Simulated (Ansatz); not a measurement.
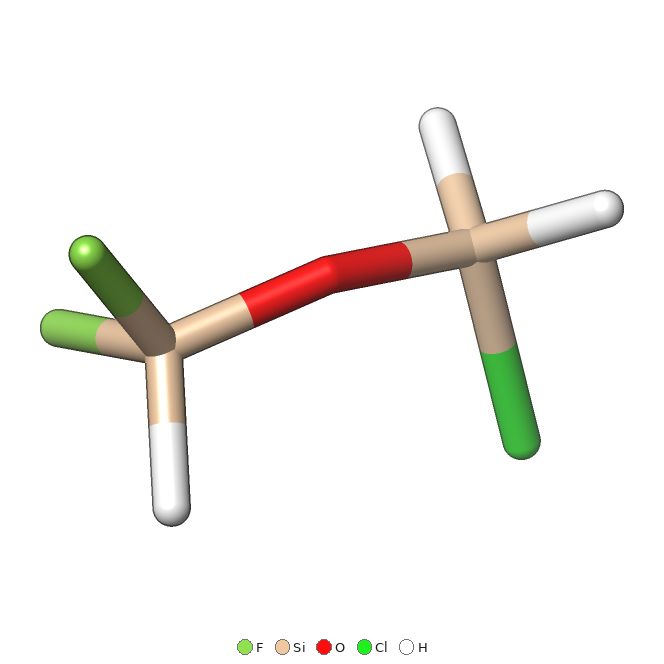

The picture shows a molecular structure as a stick model. Every bond is drawn as one stick, whatever its order.

Computed geometry: PBE0-D4/def2-TZVP optimisation.

Count the atoms of each element.

Answer. ClF₂H₃OSi₂, 9 atoms: 1 chlorine, 2 fluorine, 3 hydrogen, 1 oxygen and 2 silicon.

Count the bonded pairs by element.

Answer. 3 Si–H, 2 F–Si, 2 O–Si, 1 Cl–Si.

Describe its rings.

Answer. It has no ring.

Name functional groups in it.

Answer. Among them: Si–H bond, Si–O bond.

More results for the same structure follow; atom numbers are the same in all pictures, views and colours differ.

**Shape**

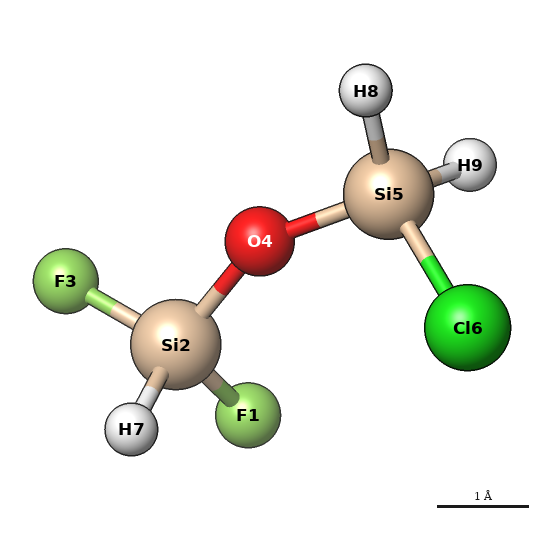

Numbered structure.

Describe the coordination of atom 2.

Answer. Si2 has 4 neighbours (F1 at 1.58, F3 at 1.58, O4 at 1.61, H7 at 1.46 Å); the arrangement is tetrahedral.

Describe the coordination of atom 5.

Answer. Si5 has 4 neighbours (O4 at 1.63, Cl6 at 2.05, H8 at 1.47, H9 at 1.48 Å); the arrangement is tetrahedral.

Describe the coordination of atom 4.

Answer. O4 has 2 neighbours (Si2 at 1.61, Si5 at 1.63 Å); the arrangement is bent.

What is the dihedral angle F3–Si2–O4–Si5?

Answer. 159° in size, that is anti.

**Dipole moment**

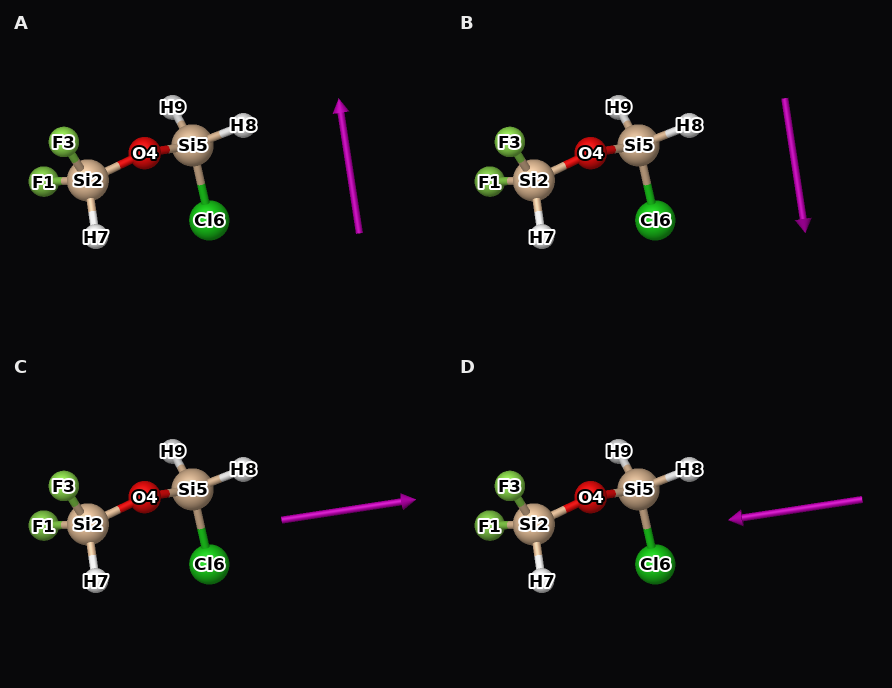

The same molecule four times, each with an arrow. Level of theory: RKS PBE0-D4/def2-TZVP (Ansatz 0.2.0).

Which arrow points along the dipole moment, from the negative to the positive end?

Answer. C. The dipole moment is 1.15 D; it points from the side of F1 to the side of H8 (the outermost atoms at the two ends).

**Levels of theory compared**

Program: Ansatz 0.2.0.

At this fixed geometry, give HOMO energy (eV) at these levels: B97M-V/def2-TZVPP; CAM-B3LYP-D4/def2-TZVPP; HSE06 (plane-wave form)-D4/def2-TZVPP; r2SCANh-D4/def2-TZVPP; ωB97M-V/def2-TZVPP; ωB97X-V/def2-TZVPP.

| level | HOMO energy (eV) |
| --- | --- |
| B97M-V/def2-TZVPP | −8.25 |
| CAM-B3LYP-D4/def2-TZVPP | −10.58 |
| HSE06 (plane-wave form)-D4/def2-TZVPP | −8.78 |
| r2SCANh-D4/def2-TZVPP | −8.66 |
| ωB97M-V/def2-TZVPP | −11.43 |
| ωB97X-V/def2-TZVPP | −11.61 |

**Charges**

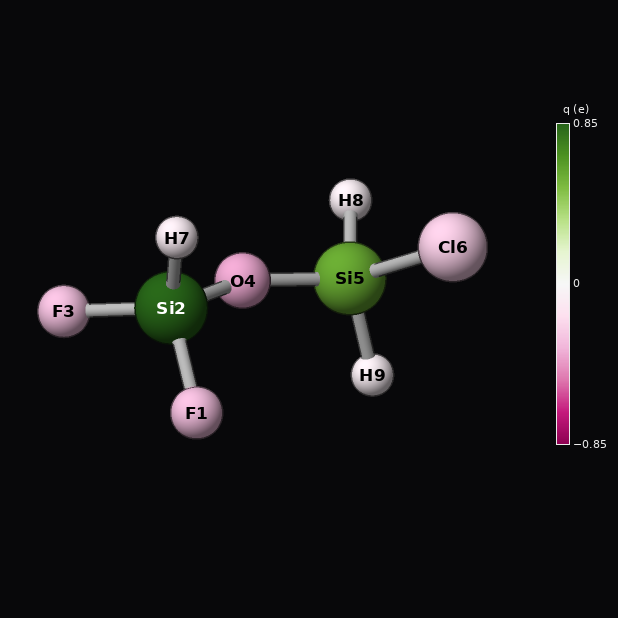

Atoms are coloured by their Mulliken charges. Method: RKS r2SCAN-D4/def2-TZVPP (Ansatz 0.2.0).

Which atom carries the highest charge (most positive or least negative)?

Answer. Si2 (0.84 e).

And the lowest?

Answer. O4 (−0.38 e).

List the Mulliken charges.

```json
{"atom": "F1", "value (e)": "−0.30"}
{"atom": "Si2", "value (e)": "0.84"}
{"atom": "F3", "value (e)": "−0.30"}
{"atom": "O4", "value (e)": "−0.38"}
{"atom": "Si5", "value (e)": "0.58"}
{"atom": "Cl6", "value (e)": "−0.24"}
{"atom": "H7", "value (e)": "−0.07"}
{"atom": "H8", "value (e)": "−0.06"}
{"atom": "H9", "value (e)": "−0.06"}
```

Mulliken values depend strongly on the basis set and can even reverse the polarity of a bond.
